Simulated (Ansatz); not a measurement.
# CClF2 (chlorodifluoromethyl radical): levels of theory compared

Aim: a comparison of 6 runs (UHF/STO-3G, U-r2SCAN/STO-3G, U-wB97X/STO-3G, UBHLYP/STO-3G, UBLYP/STO-3G, UCCSD(T)/STO-3G) of CClF2 (chlorodifluoromethyl radical). 

Program for the calculation: Ansatz 0.2.0.

67 further runs of the same task are left out: 6 that didn't finish, 61 set aside as unsound or not needed.

**1. The molecule**

CClF2 has 4 atoms, charge 0, and is taken as a doublet. SMILES: `F[C](F)Cl`. The Cl4–C2 distance was set to 4.299 Å, away from the relaxed value. At this shape a bond of the SMILES string is far longer than usual.

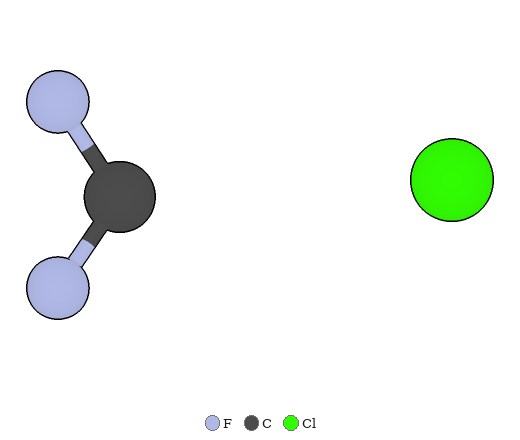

The structure, seen from a chosen angle (fluorine light blue, carbon dark grey, chlorine green).

**2. The energy at UHF/STO-3G (run 1)**

The input, run.yaml:

```yaml
crystal:
  periodic: [false, false, false]
  atoms:
    - {symbol: F, position_ang: [0.149798, -1.797772, 2.958226]}
    - {symbol: C, position_ang: [-0.107002, -2.157272, 1.720026]}
    - {symbol: F, position_ang: [0.696598, -3.127772, 1.345026]}
    - {symbol: Cl, position_ang: [-0.313000, 1.121200, -1.052700]}
basis:
  gaussian: {orbitals: STO-3G}
total_charge: 0
magnetization: {spin_polarized: true, initial_magnetization: 1}
hamiltonian: {xc: hf}
accuracy: high
```

Command:

```sh
$ ansatz run run.yaml --threads 1 --pin off --max-ram 2610MiB --events-out events.jsonl --progress --plain --runs-dir runs
```

Log:

```text
Warning: RAYON_NUM_THREADS=1 ignored (pool sized by the plan → 1); use --threads N
Functional definition: HF
  name "HF"
  exchange = exact_x
  correlation = 0
388 factors; integrals over basis functions are off by at most 4.6e-8 eV
mean field evaluation 1: about -18709.7367 eV, gradient 2.1e1 eV
mean field evaluation 2: about -18709.8206 eV, gradient 2.1e1 eV
mean field evaluation 4: about -18712.3233 eV, gradient 1.0e1 eV
mean field evaluation 8: about -18663.0165 eV, gradient 2.0e1 eV
mean field evaluation 16: about -18719.7863 eV, gradient 1.8e-1 eV
mean field evaluation 32: about -18719.7881 eV, gradient 1.9e-2 eV
mean field evaluation 64: about -18719.7857 eV, gradient 5.2e-2 eV
mean field evaluation 96: about -18719.7929 eV, gradient 4.0e-2 eV
mean field evaluation 128: about -18719.7831 eV, gradient 3.6e-3 eV
mean field evaluation 160: about -18718.7765 eV, gradient 2.0e-2 eV
mean field evaluation 192: about -18718.7881 eV, gradient 1.4e-2 eV
mean field evaluation 224: about -18717.1900 eV, gradient 4.2e0 eV
mean field evaluation 256: about -18712.8934 eV, gradient 3.6e0 eV
mean field -18719.79316857 eV, -687.9397102134 hartree, gradient 1.5e-8 eV, S^2 0.984031; 3 other end points of the search recorded, 0 dependent functions left out
reference -18719.79316857 eV, -687.9397102134 hartree; 21, 20 occupied and 3, 4 virtual orbitals, 388 factors
Total energy: -18719.79316857 eV, -687.9397102134 hartree
```

It took 0.52 s on 1 thread of Arm Neoverse V2, shared host.

**3. A single-point energy at U-r2SCAN/STO-3G (run 2)**

run.yaml, as its differences from that of step 2:

```diff
@@ -9,5 +9,4 @@
   gaussian: {orbitals: STO-3G}
-total_charge: 0
 magnetization: {spin_polarized: true, initial_magnetization: 1}
-hamiltonian: {xc: hf}
+hamiltonian: {xc: {name: r2SCAN}}
 accuracy: high
```

Command:

```sh
$ ansatz run run.yaml --threads 1 --pin off --max-ram 2610MiB --events-out events.jsonl --progress --plain --runs-dir runs
```

Log:

```text
Warning: RAYON_NUM_THREADS=1 ignored (pool sized by the plan → 1); use --threads N
Functional definition: r2SCAN
  name "r2SCAN"
  parameter k0 = 0.174
  parameter k1 = 0.065
  parameter a1 = 4.9479
  exchange = r2scan_x(k0 = k0, k1 = k1, a1 = a1)
  correlation = r2scan_c
388 factors; integrals over basis functions are off by at most 4.6e-8 eV
mean field evaluation 1: about -18753.0860 eV, gradient 7.1e0 eV
mean field evaluation 2: about -18424.1482 eV, gradient 2.0e1 eV
mean field evaluation 4: about -18759.1779 eV, gradient 2.1e0 eV
mean field evaluation 8: about -18759.1779 eV, gradient 2.1e0 eV
mean field evaluation 16: about -18759.4540 eV, gradient 3.3e-3 eV
mean field evaluation 32: about -18759.3792 eV, gradient 9.7e-1 eV
mean field evaluation 64: about -18759.4506 eV, gradient 3.4e-2 eV
mean field -18759.45393699 eV, -689.3972165698 hartree, gradient 2.5e-8 eV, S^2 0.750182; 8 other end points of the search recorded, 0 dependent functions left out
reference -18759.45393740 eV, -689.3972165849 hartree; 21, 20 occupied and 3, 4 virtual orbitals, 388 factors
Total energy: -18759.45393740 eV, -689.3972165849 hartree
```

It took 29 s on 1 thread of Arm Neoverse V2, shared host; peak memory 0.24 GiB.

Runs 3 to 5 aren't shown in full; the table further down has their settings and results.

**4. A single-point energy at UCCSD(T)/STO-3G (run 6)**

The input, molecule.yaml:

```yaml
crystal:
  periodic: [false, false, false]
  atoms:
    - {symbol: F, position_ang: [0.149798, -1.797772, 2.958226]}
    - {symbol: C, position_ang: [-0.107002, -2.157272, 1.720026]}
    - {symbol: F, position_ang: [0.696598, -3.127772, 1.345026]}
    - {symbol: Cl, position_ang: [-0.313000, 1.121200, -1.052700]}
basis:
  gaussian: {orbitals: STO-3G}
magnetization: {spin_polarized: true, initial_magnetization: 1}
correlation: {method: ccsd_t, frozen_orbitals: {C: 1, Cl: 5, F: 1}}
accuracy: high
scf: {omitted_lower_state_checks: [cluster_reference, increment]}
```

Command:

```sh
$ ansatz run molecule.yaml --threads 1 --pin off --max-ram 2610MiB --events-out events.jsonl --progress --plain --runs-dir runs
```

Log:

```text
Warning: RAYON_NUM_THREADS=1 ignored (pool sized by the plan → 1); use --threads N
[... 17 lines left out ...]
8 core orbitals not correlated: weight in the atoms' cores, before any rotation towards them, 1.000 or more for the frozen orbitals, at most 0.000 for the correlated occupied ones
[... 54 lines left out ...]
Total energy: -18722.96836790 eV, -688.0563966364 hartree
Checks for a lower state left out: cluster_reference, increment
```

It took 1.3 s on 1 thread of Arm Neoverse V2, shared host.

**5. All runs side by side**

```
run            level  frozen core orbitals  energy (Eh)   ⟨S²⟩  wall time
  1       UHF/STO-3G                     –  -687.939710  0.984     0.52 s
  2  U-r2SCAN/STO-3G                     –  -689.397217  0.750       29 s
  3   U-wB97X/STO-3G                     –  -689.443765  0.750       50 s
  4    UBHLYP/STO-3G                     –  -689.411158  0.750      4.2 s
  5     UBLYP/STO-3G                     –  -689.348884  0.750      8.1 s
  6  UCCSD(T)/STO-3G                     8  -688.056397  0.984      1.3 s
```

**6. Results**

```
                                          quantity          value
                               run 6: total energy  -688.05640 Eh
run 6: correlation energy (8 core orbitals frozen)     -116.7 mEh
                             run 6: (T) correction      -8.56 mEh
          run 6: ⟨S²⟩ of the reference determinant          0.984
                              run 6: T1 diagnostic          0.047
```

**Reading.** Totals of different functionals can't be ranked against each other. In runs 1, 2, 3, 4, 5, 6 the basis is minimal, so the values are rough. Spin contamination of the reference: run 1 ⟨S²⟩ = 0.98, run 6 ⟨S²⟩ = 0.98. All runs together took 93 s, the longest 50 s.
